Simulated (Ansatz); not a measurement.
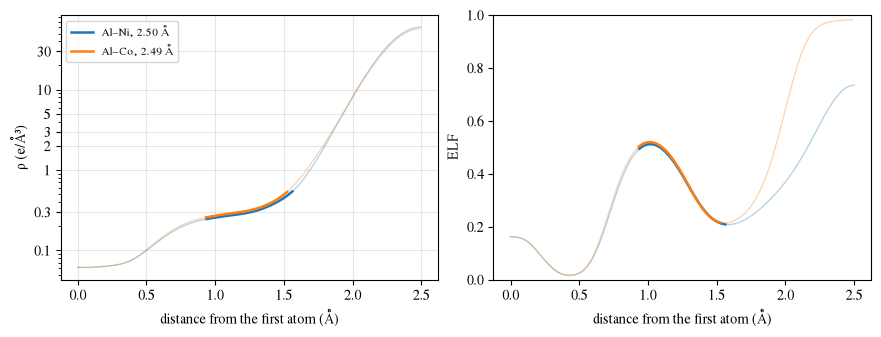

*Al4CoNi3. Valence pseudo-density and electron localisation function along straight lines between neighbouring atoms. Thin, pale parts lie inside the atomic spheres.*

Space group P4/mmm; a structure generated by program, which may or may not match a known phase; spin-polarised.

Computed with DFT PBE, scalar-relativistic, plane waves, PAW in Ansatz.

Core electrons are frozen (PAW), and the valence fields are smoothed inside the atomic spheres.

> What can be read from the curves?

Al–Ni (2.50 Å): the density is about 0.3 e/Å³ at the midpoint; the ELF is about 0.40 at the midpoint.
Al–Co (2.49 Å): ρ at the midpoint is about 0.31 e/Å³; the ELF is about 0.40 at the midpoint.
